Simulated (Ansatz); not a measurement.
# SnOs (hypothetical, Pm-3m): phonons at finite temperature

Aim: the vibrations and stability of SnOs (hypothetical) with thermal and zero-point motion included. The crystal structure is hypothetical: it was made by swapping elements on a known structure type.

Program: Ansatz 0.2.0. Level of theory: DFT PBEsol, scalar-relativistic, plane waves, PAW; PAW set soft_1. Results are calculated unless marked as measured.

### Step 1. Set-up

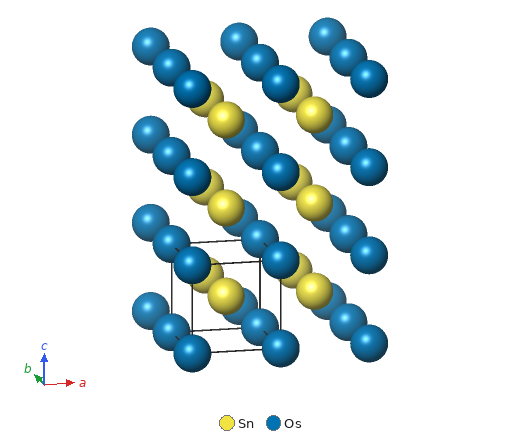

The starting structure, seen slightly off an axis (tin yellow, osmium blue). 2×2×3 cells are drawn. Some periodic images of atoms are drawn too.

As a file:

```cif
data_structure
_symmetry_space_group_name_H-M 'Pm-3m'
_symmetry_Int_Tables_number 221
_cell_length_a 2.9229
_cell_length_b 2.9229
_cell_length_c 2.9229
_cell_angle_alpha 90.000
_cell_angle_beta 90.000
_cell_angle_gamma 90.000
_cell_volume 24.97
loop_
_atom_site_label
_atom_site_type_symbol
_atom_site_symmetry_multiplicity
_atom_site_Wyckoff_symbol
_atom_site_fract_x
_atom_site_fract_y
_atom_site_fract_z
_atom_site_occupancy
Sn1 Sn 1 b 0.50000 0.50000 0.50000 1
Os1 Os 1 a 0.00000 0.00000 0.00000 1
```

### Step 2. A first coarse run

A cheap single point shows whether the cell is a metal or an insulator and how far it is from rest; that sets the k-mesh and the occupations of what follows.

Input file input.yaml:

```yaml
crystal:
  lattice:
    - [2.92291, 0.0, 0.0]
    - [0.0, 2.92291, 0.0]
    - [0.0, 0.0, 2.92291]
  atoms:
    - { symbol: Sn, position: [0.5, 0.5, 0.5] }
    - { symbol: Os, position: [0.0, 0.0, 0.0] }
kpoints:
  mp_grid: { grid: [6, 6, 6] }
hamiltonian:
  xc: pbesol
  pseudopotentials: { kind: paw, azcp: { folder: soft_1 }, xc_functional: pbe }
scf:
  occupations: { method: gaussian, width: 0.1 }
  lower_state_search: "off"
output:
  forces: true
  stress: true
  eigenvalues: true
```

Launch:

```
$ ansatz run input.yaml --threads 18 --pin off --max-ram 92160MiB --backend cuda --events-out ev --progress --plain --runs-dir out --max-vram 78GiB
```

Numbers of over 12 decimals in the logs are rounded to 6 here.

The log of the run:

```text
Engine: ansatz 0.2.0, aarch64-unknown-linux-gnu
Pseudopotentials: kind: paw
Pseudopotential: Sn, paw, valence charge 14, recommended cutoff 420 eV (normal), soft_1/Sn.paw.azcp
Pseudopotential: Os, paw, valence charge 16, recommended cutoff 420 eV (normal), soft_1/Os.paw.azcp
Functional definition: PBEsol
  exchange = pbesol_x
  correlation = pbesol_c
device memory: the entry about to start is reckoned to put 0.6 GiB on a device that reports 126.4 GiB free (of which the cap on the GPU budget leaves the run 78.0 GiB)
GPU FFT provider: cuFFT
GPU libraries: cuBLAS 13.8.1, cuFFT 12.4.0, cuSOLVER 12.3.2
GPU matrix products: emulated (plane waves: as basis.precision tells), large ones in fixed point in workspaces of 1.00 GiB
Crystal: 2 atoms, lattice volume = 24.972 Å³
Basis set: ecut = 420 eV, 461 PW (Γ), exchange–correlation on 40×40×40 points (8 copies of the dense FFT grid, shifted against one another)
Bands: 19, of which v1, the nominal top of the filled ones, is band 15 counted from 1 (14 counted from 0)
Symmetry: 48 space group operations
Space group: Pm-3m (ITA 221), of the structure as read, at distance tolerance 2.9e-5 Å
k-points: 20 of 216
Non-local potential: Sn, projectors of the file, l = 0: 2, l = 1: 2, l = 2: 2, l = 3: 1
Non-local potential: Os, projectors of the file, l = 0: 3, l = 1: 2, l = 2: 2, l = 3: 1
PAW form: soft (Blöchl's): semilocal exchange-correlation on the pseudo side does not see the compensation charge
PAW frozen core: Sn, regenerated for the run's functional, and the local potential with it (the file was generated under x = pbe(κ = 0.804, μ = 0.219515), c = pbe(β = 0.066725))
PAW frozen core: Os, regenerated for the run's functional, and the local potential with it (the file was generated under x = pbe(κ = 0.804, μ = 0.219515), c = pbe(β = 0.066725))
PAW one-centre angular grid: Sn, 590 points (default); XC on 64 Gauss nodes
PAW one-centre angular grid: Os, 590 points (default); XC on 64 Gauss nodes
Initial density: superposition of atomic densities (chi_scale 0.1, normalization cell, long waves kept (reshape's long-wave potential 0.00 eV rms))
Initial wavefunctions: pseudopotential atomic-orbital guess
GPU buffer pool allocated for 8000 grid points (all kernels)
GPU transforms: local potential and band sums: pruned to the plane-wave sphere, on 20×20×20
Functional: x = pbesol(κ = 0.804, μ = 0.123457), c = pbesol(β = 0.046)
SCF iter   1: F=—  HF=-17199.014755 eV  |F-HF|=—  |Δ(HF+E_count)|=         —  Δρ=4.78e-2  dr2=4.40e-1  ethr=3.10e-3  ⟨swp⟩=5.0  Hψ=1670  notcnv=0
preconditioner: auto → none  [metal: Δε(μ)=0.077 eV  Ē_g=18.235 eV  σ=0.100 eV  W_gap=0.40  n_scr=6 (ndim 8)  ℏωp=34.9 eV  f_vac=0.000  D(μ)=1.38/eV (n_scr^D=18)  sad-step TF]
SCF iter   2: F=—  HF=-17198.973777 eV  |F-HF|=—  |Δ(HF+E_count)|=   4.10e-2  Δρ=3.02e-2  dr2=2.22e-1  ethr=1.47e-3  ⟨swp⟩=2.0  Hψ=613  notcnv=0
SCF iter   3: F=—  HF=-17198.918220 eV  |F-HF|=—  |Δ(HF+E_count)|=   5.56e-2  Δρ=3.39e-3  dr2=4.02e-3  ethr=7.40e-4  ⟨swp⟩=2.1  Hψ=575  notcnv=0
SCF iter   4: F=—  HF=-17198.916464 eV  |F-HF|=—  |Δ(HF+E_count)|=   1.76e-3  Δρ=6.50e-4  dr2=6.54e-5  ethr=1.34e-5  ⟨swp⟩=2.7  Hψ=756  notcnv=0
SCF iter   5: F=—  HF=-17198.916479 eV  |F-HF|=—  |Δ(HF+E_count)|=   1.52e-5  Δρ=8.72e-5  dr2=2.14e-6  ethr=2.18e-7  ⟨swp⟩=2.0  Hψ=597  notcnv=0
SCF iter   6: F=-17198.916479 eV  HF=-17198.916479 eV  |F-HF|=3.21e-8  |Δ(HF+E_count)|=   3.58e-7  Δρ=2.19e-5  dr2=6.32e-8  ethr=3.33e-10  ⟨swp⟩=4.5  Hψ=2491  notcnv=0
SCF 1 converged in 6 iterations: F = -17198.916479 eV  dr2 = 6.32e-8
  greatest PAW one-centre occupation: 1.000 electrons in one spin orbital (limit 2), on the Os atom at site 1 (counted from 0), in its partial waves of l = 0
SCF converged after 6 iterations
Free energy (F): -17198.916479 eV
Harris-Foulkes:  -17198.916479 eV  (|F-HF|=3.21e-8)
Internal energy: -17198.913781 eV  (E = F + TS)
E sigma→0 (E₀):  -17198.915130 eV
Entropy (-TS):   -0.002698 eV (-1.349 meV/atom)
Fermi energy:    29.346146 eV
--- Per-component energies (eV) ---
  E_band       = 118.027022
  E_kinetic    = 692.417798
  E_local      = -1229.966975  (includes V_loc(G=0)·N_el)
  E_nonlocal   = 354.007822
  E_hartree    = 612.439950
  E_xc         = -367.944331
  E_vxc        = -340.438301  (∫ρ·V_xc dr)
  E_paw        = -13216.440451  (= ΣΔE_a)
  E_vpaw       = -582.872092  (= ΣTr[D̂ρ^β])
  E_aug_tail   = 0.000748  (compensation charges beyond the density's cutoff)
  E_ewald      = -4043.961179
  E_core_change = 0.532837  (= ΣΔE_core)
  E_smearing   = -0.002698  (= −TS)
  E_closure    = 0.000000  (closes the sum)
  Σ components = -17198.916479   (vs F -17198.916479, Δ=0.00e0)
--- Forces (eV/Å), atoms counted from 1 ---
  atom   1  Sn    -0.00000000     0.00000000     0.00000000
  atom   2  Os    -0.00000000     0.00000000     0.00000000
  max |Σ_I F_I| component: 4.38e-24 eV/Å
--- Stress (GPa, compression-positive) ---
      125.596341       0.000000       0.000000
        0.000000     125.596341       0.000000
        0.000000       0.000000     125.596341
  P = ⅓ Tr σ = 125.5963 GPa (1255.963 kbar)
--- Band table (eV; the first three rows and the last of 20) ---
  k-point 0: bands = [... 11 lower, 22.6263, 27.7056, 27.7056, 27.7056, 31.3324, 31.3324, 31.3324, 40.1170]
  k-point 1: bands = [... 11 lower, 22.6328, 26.2875, 26.2875, 27.6344, 29.5642, 33.3767, 33.3767, 39.0997]
  k-point 2: bands = [... 11 lower, 22.6460, 24.7106, 24.7106, 27.4930, 28.8940, 36.8815, 36.8815, 37.0569]
  k-point 19: bands = [... 11 lower, 19.8979, 25.8765, 29.6681, 29.6681, 31.9045, 31.9045, 31.9045, 34.7573]
```

The job ended after 1.1 s (1 × NVIDIA GB200 with 18 threads of Arm Neoverse V2, shared host; peak memory 1.1 GiB; 1.8 s of CPU time).

Reading the cycles: dr2 is the Hartree energy of the density residual (eV), the measure of convergence; HF is the Harris–Foulkes estimate of the energy, which meets the free energy F at convergence.

Numbers from this step:

| Property | Result |
| --- | --- |
| pressure | 125.6 GPa |
| volume per atom | 12.49 Å³/atom |
| gap on the k-mesh | 0 eV |

The start is under 126 GPa at this level and looks like a metal on this mesh.

### Step 3. A loose first relaxation

The start is far from rest, so a relaxation with loose thresholds first brings it near the minimum.

Edit input.yaml of step 2 so:

```diff
@@ -20 +20,6 @@
   eigenvalues: true
+relax:
+  adjacent_minimum: "off"
+  f_tol: 0.05
+  max_steps: 80
+  cell: { stress_tol: 0.5 }
```

The log of the run:

```text
[...]
Crystal: 2 atoms, lattice volume = 24.972 Å³
Basis set: ecut = 420 eV, 461 PW (Γ), exchange–correlation on 40×40×40 points (8 copies of the dense FFT grid, shifted against one another)
Bands: 19, of which v1, the nominal top of the filled ones, is band 15 counted from 1 (14 counted from 0)
Symmetry: 48 space group operations
[...]
k-points: 20 of 216
[...]
SCF iter   1: F=—  HF=-17199.014755 eV  |F-HF|=—  |Δ(HF+E_count)|=         —  Δρ=4.78e-2  dr2=4.40e-1  ethr=3.10e-3  ⟨swp⟩=5.0  Hψ=1670  notcnv=0
[...]
SCF iter   2: F=—  HF=-17198.973777 eV  |F-HF|=—  |Δ(HF+E_count)|=   4.10e-2  Δρ=3.02e-2  dr2=2.22e-1  ethr=1.47e-3  ⟨swp⟩=2.0  Hψ=613  notcnv=0
[...]
SCF iter   6: F=-17198.916479 eV  HF=-17198.916479 eV  |F-HF|=3.21e-8  |Δ(HF+E_count)|=   3.58e-7  Δρ=2.19e-5  dr2=6.32e-8  ethr=3.33e-10  ⟨swp⟩=4.5  Hψ=2491  notcnv=0
SCF 1 converged in 6 iterations: F = -17198.916479 eV  dr2 = 6.32e-8
[...]
relax step   1: F+E_penalty+E_count = -17198.91647907 eV  Δ(F+E_penalty+E_count) = +0.000e0 eV  max|allowed force component| = 3.210e-25 eV/Å  Δτ_max = 0.0000 Å  P = +125.596 GPa  Ω = 24.972 Å³  (6 SCF iters, dr2 threshold 1.00e-7 eV, accepted)
[...]
Crystal: 2 atoms, lattice volume = 28.805 Å³
Basis set: ecut = 420 eV, 587 PW (Γ), exchange–correlation on 40×40×40 points (8 copies of the dense FFT grid, shifted against one another)
[...]
iter 1 solved again at ethr=1.89e-4 eV; its pass at ethr=3.10e-3 eV (dr2=5.67e-2 eV) is discarded
[...]
SCF iter   2: F=—  HF=-17200.850536 eV  |F-HF|=—  |Δ(HF+E_count)|=   1.20e-2  Δρ=3.94e-3  dr2=6.49e-3  ethr=1.89e-4  ⟨swp⟩=2.2  Hψ=518  notcnv=0
[...]
SCF iter   6: F=-17200.849569 eV  HF=-17200.849569 eV  |F-HF|=6.77e-10  |Δ(HF+E_count)|=   2.44e-8  Δρ=1.62e-6  dr2=8.32e-10  ethr=1.98e-10  ⟨swp⟩=2.5  Hψ=1741  notcnv=0
SCF 2 converged in 6 iterations: F = -17200.849569 eV  dr2 = 8.32e-10
relax step   2: F+E_penalty+E_count = -17200.84956880 eV  Δ(F+E_penalty+E_count) = -1.933e0 eV  max|allowed force component| = 3.016e-26 eV/Å  Δτ_max = 0.0000 Å  P = +45.373 GPa  Ω = 28.805 Å³  energy of the carried Pulay correction = -2.508e-3 eV  (6 SCF iters, dr2 threshold 2.00e-7 eV, accepted)
[...]
Crystal: 2 atoms, lattice volume = 31.535 Å³
[...]
SCF iter   6: F=-17201.330072 eV  HF=-17201.330072 eV  |F-HF|=1.31e-10  |Δ(HF+E_count)|=   1.63e-9  Δρ=8.94e-7  dr2=1.68e-10  ethr=6.61e-11  ⟨swp⟩=2.1  Hψ=1621  notcnv=0
SCF 3 converged in 6 iterations: F = -17201.330072 eV  dr2 = 1.68e-10
relax step   3: F+E_penalty+E_count = -17201.33007208 eV  Δ(F+E_penalty+E_count) = -4.805e-1 eV  max|allowed force component| = 6.893e-26 eV/Å  Δτ_max = 0.0000 Å  P = +13.700 GPa  Ω = 31.535 Å³  energy of the carried Pulay correction = -4.090e-3 eV  (6 SCF iters, dr2 threshold 2.00e-7 eV, accepted)
[...]
relax step   4: F+E_penalty+E_count = -17201.39957076 eV  Δ(F+E_penalty+E_count) = -6.950e-2 eV  max|allowed force component| = 1.333e-26 eV/Å  Δτ_max = 0.0000 Å  P = -0.993 GPa  Ω = 33.432 Å³  energy of the carried Pulay correction = -5.102e-3 eV  (6 SCF iters, dr2 threshold 2.00e-7 eV, accepted)
[...]
relax step   5: F+E_penalty+E_count = -17201.40011521 eV  Δ(F+E_penalty+E_count) = -5.444e-4 eV  max|allowed force component| = 1.212e-26 eV/Å  Δτ_max = 0.0000 Å  P = +0.002 GPa  Ω = 33.282 Å³  energy of the carried Pulay correction = -5.025e-3 eV  (6 SCF iters, dr2 threshold 2.00e-7 eV, accepted)
[...]
SCF iter   1: F=—  HF=-17201.405417 eV  |F-HF|=—  |Δ(HF+E_count)|=         —  Δρ=1.54e-3  dr2=2.12e-5  ethr=1.22e-7  ⟨swp⟩=3.0  Hψ=2664  notcnv=0
[...]
SCF iter   2: F=—  HF=-17201.405682 eV  |F-HF|=—  |Δ(HF+E_count)|=   2.65e-4  Δρ=7.72e-4  dr2=5.37e-6  ethr=7.07e-8  ⟨swp⟩=1.0  Hψ=380  notcnv=0
[...]
SCF iter   6: F=-17201.405894 eV  HF=-17201.405894 eV  |F-HF|=0.00e0  |Δ(HF+E_count)|=    0.00e0  Δρ=7.60e-8  dr2=9.08e-13  ethr=1.00e-12  ⟨swp⟩=2.3  Hψ=1027  notcnv=0
SCF 6 converged in 6 iterations: F = -17201.405894 eV  dr2 = 9.08e-13
relax step   6: F+E_penalty+E_count = -17201.40589431 eV  Δ(F+E_penalty+E_count) = -5.779e-3 eV  max|allowed force component| = 5.251e-27 eV/Å  Δτ_max = 0.0000 Å  P = +0.181 GPa  Ω = 33.282 Å³  stress off target by 1.81e-1 GPa  SCF on the basis re-selected at this cell (its energy is not comparable with the rows above)  (6 SCF iters)
basis re-selected at this cell: Δ(F+E_penalty+E_count) = -5.779e-3 eV, ΔP = +0.179 GPa vs the last step (what re-selecting the basis moved, of the pressure what is left beyond the Pulay correction that the steps carried, after the strain that the cell walked since its last selection, with what the two solves' SCF thresholds leave and, on support functions, any second-order correction that the steps lacked; it is no measure of the basis error at this ecutwfc). The dense FFT grid was sized anew with the basis: this SCF ran on 24×24×24 points, the steps before it on 20×20×20, so part of this shift can come from that change (see relax.cell in the input reference). [rest of the remark cut]
SCF converged after 6 iterations
Free energy (F): -17201.405894 eV
[...]
Internal energy: -17201.403131 eV  (E = F + TS)
E sigma→0 (E₀):  -17201.404513 eV
Entropy (-TS):   -0.002764 eV (-1.382 meV/atom)
Fermi energy:    20.754427 eV
[...]
--- Stress (GPa, compression-positive) ---
        0.181163      -0.000000      -0.000000
       -0.000000       0.181163       0.000000
       -0.000000       0.000000       0.181163
  P = ⅓ Tr σ = 0.1812 GPa (1.812 kbar)
--- Band table (eV; the first three rows and the last of 20) ---
  k-point 0: bands = [... 11 lower, 16.3387, 19.7122, 19.7122, 19.7122, 22.6883, 22.6883, 22.6883, 27.4811]
  k-point 1: bands = [... 11 lower, 16.4024, 18.8261, 18.8261, 19.6996, 20.9728, 24.0927, 24.0927, 28.8215]
  k-point 2: bands = [... 11 lower, 16.5373, 17.7879, 17.7879, 19.6742, 20.4847, 26.7290, 26.7290, 28.4482]
  k-point 19: bands = [... 11 lower, 14.2738, 16.8805, 21.0103, 21.0103, 23.0095, 23.0095, 23.0095, 24.5510]
--- Relaxed structure (5 steps of the walk, 5 accepted, 1 SCFs on fresh bases) ---
  F+E_penalty+E_count = -17201.40589431 eV   max|allowed force component| = 5.251e-27 eV/Å   (the final SCF, on the basis selected at the relaxed cell)
  cell:  # Å, volume = 33.2819 Å³
    - [3.216640, 0, 0]
    - [0, 3.216640, 0]
    - [0, 0, 3.216640]
  atoms:
    - { symbol: Sn, position: [0.5, 0.5, 0.5] }
    - { symbol: Os, position: [0, 0, 0] }
```

The job ended after 4.5 s (1 × NVIDIA GB200 with 18 threads; peak memory 1.1 GiB).

Step by step:

```tsv
step	energy less that of the first step (eV)	largest force component (eV/Å)	pressure (GPa)	volume (Å³)
1	0.0000	0.0000	125.60	24.97
2	-1.9331	0.0000	45.37	28.80
3	-2.4136	0.0000	13.70	31.54
4	-2.4831	0.0000	-0.99	33.43
5	-2.4836	0.0000	0.00	33.28
6*	-2.4894	0.0000	0.18	33.28
```

Relaxation steps marked * repeat the geometry before them on a plane-wave basis chosen anew for their cell, so energy and pressure can jump there.

Forces are held to the 48 operations that the run works with; a distortion that breaks them can't arise in this run.

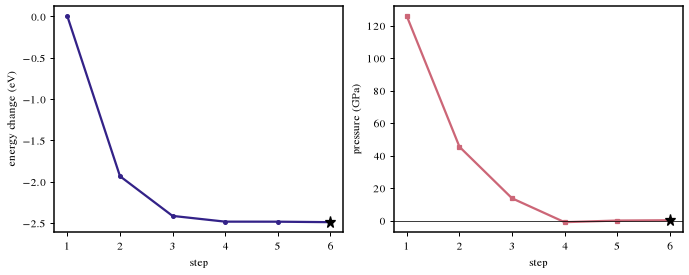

Energy and pressure along the relaxation. Stars mark steps on a basis chosen anew.

```tsv
conventional cell, symmetrised	before	after	change
a (Å)	2.923	3.217	+10.0 %
b (Å)	2.923	3.217	+10.0 %
c (Å)	2.923	3.217	+10.0 %
volume (Å³/atom)	12.49	16.64	+33.3 %
```

Final coordinates:

```
Sn Os
1.0
     3.21664    0.00000    0.00000
     0.00000    3.21664    0.00000
     0.00000    0.00000    3.21664
Sn Os
1 1
Direct
  0.50000 0.50000 0.50000
  0.00000 0.00000 0.00000
```

Numbers from this step:

```
pressure        : 0.1812 GPa
volume per atom : 16.64 Å³/atom
```

The relaxation ends with a pressure of 0.18 GPa.

### Step 4. Finding the static equilibrium

Phonons are second derivatives about a minimum, so cell and atoms are relaxed first, inside the symmetry of the start.

input.yaml, the sections that differ from step 3:

```yaml
crystal:
  lattice:
    - [3.2166402939, 0.0, 0.0]
    - [0.0, 3.2166402939, 0.0]
    - [0.0, 0.0, 3.2166402939]
  atoms:
    - { symbol: Sn, position: [0.5, 0.5, 0.5] }
    - { symbol: Os, position: [0.0, 0.0, 0.0] }
kpoints:
  mp_grid: { grid: [14, 14, 14] }
relax:
  adjacent_minimum: "off"
  f_tol: 0.005
  max_steps: 80
  cell: { stress_tol: 0.05 }
# hamiltonian, scf, output: as in step 3
```

The log of the run:

```text
[...]
Crystal: 2 atoms, lattice volume = 33.282 Å³
Basis set: ecut = 420 eV, 619 PW (Γ), exchange–correlation on 48×48×48 points (8 copies of the dense FFT grid, shifted against one another)
Bands: 19, of which v1, the nominal top of the filled ones, is band 15 counted from 1 (14 counted from 0)
Symmetry: 48 space group operations
[...]
k-point 119: bands = [... 11 lower, 14.3033, 16.9012, 21.0751, 21.0751, 23.0559, 23.0559, 23.0559, 24.6104]
--- Relaxed structure (3 steps of the walk, 2 accepted, 1 SCFs on fresh bases) ---
[...]
cell:  # Å, volume = 33.2296 Å³
    - [3.214956, 0, 0.0]
    - [0, 3.214956, 0.0]
    - [0.0, 0.0, 3.214956]
  atoms:
    - { symbol: Sn, position: [0.5, 0.5, 0.5] }
    - { symbol: Os, position: [0, 0, 0] }
[key lines of the parts left out:]
SCF converged after 8 iterations
Free energy (F): -17201.382340 eV
Fermi energy:    20.440964 eV
P = ⅓ Tr σ = -0.0020 GPa (-0.020 kbar)
```

The job ended after 5.2 s (1 × NVIDIA GB200 with 18 threads; peak memory 1 GiB; 18 s of CPU time).

Little changed from the start: no atom moved by 0.005 Å and no cell edge by 0.1 %.

Numbers from this step:

```
pressure        : -0.002009 GPa
volume per atom : 16.61 Å³/atom
```

### Step 5. Tight relaxation

The thresholds are tightened for a last relaxation ahead of the phonons, and where mesh or smearing change with them the cell follows.

input.yaml, the sections that differ from step 4:

```yaml
crystal:
  lattice:
    - [3.2149563283, 0.0, 0.0]
    - [0.0, 3.2149563283, 0.0]
    - [0.0, 0.0, 3.2149563283]
  atoms:
    - { symbol: Sn, position: [0.5, 0.5, 0.5] }
    - { symbol: Os, position: [0.0, 0.0, 0.0] }
kpoints:
  mp_grid: { grid: [16, 16, 16] }
scf:
  occupations: { method: methfessel_paxton, width: 0.2 }
  lower_state_search: "off"
relax:
  adjacent_minimum: "off"
  f_tol: 0.001
  max_steps: 60
  cell: { stress_tol: 0.01 }
# hamiltonian, output: as in step 4
```

The log of the run:

```text
[...]
Crystal: 2 atoms, lattice volume = 33.230 Å³
Basis set: ecut = 420 eV, 619 PW (Γ), exchange–correlation on 48×48×48 points (8 copies of the dense FFT grid, shifted against one another)
Bands: 19, of which v1, the nominal top of the filled ones, is band 15 counted from 1 (14 counted from 0)
Symmetry: 48 space group operations
[...]
k-point 164: bands = [... 11 lower, 14.2948, 16.8919, 21.0584, 21.0584, 23.0430, 23.0430, 23.0430, 24.5943]
--- Relaxed structure (3 steps of the walk, 2 accepted, 1 SCFs on fresh bases) ---
[...]
cell:  # Å, volume = 33.2449 Å³
    - [3.215448, 0, 0.0]
    - [0, 3.215448, 0.0]
    - [0.0, 0.0, 3.215448]
  atoms:
    - { symbol: Sn, position: [0.5, 0.5, 0.5] }
    - { symbol: Os, position: [0, 0, 0.0] }
[key lines of the parts left out:]
SCF converged after 8 iterations
Free energy (F): -17201.380531 eV
Fermi energy:    20.471804 eV
P = ⅓ Tr σ = -0.0001 GPa (-0.001 kbar)
```

The job ended after 4.9 s (1 × NVIDIA GB200 with 18 threads; peak memory 1.1 GiB).

Little changed from the start: no atom moved by 0.005 Å and no cell edge by 0.1 %.

This step gave:

- pressure: -8.74e-5 GPa
- volume per atom: 16.62 Å³/atom

The residual pressure is -8.7e-5 GPa, small enough for phonons.

(Continued in part 2 of 3.)

[Logs are printed without paths, hosts, clocks, repeated set-up lines and the standing remarks that a program may print on its own settings, such as how far it seeks lower states.]

[Hosts, paths, dates, database ids (printed as entryN), source tags and the programs' standing remarks are cut or masked in the printed files.]

[A step with changed settings may run another functional than the one named; its input shows which.]
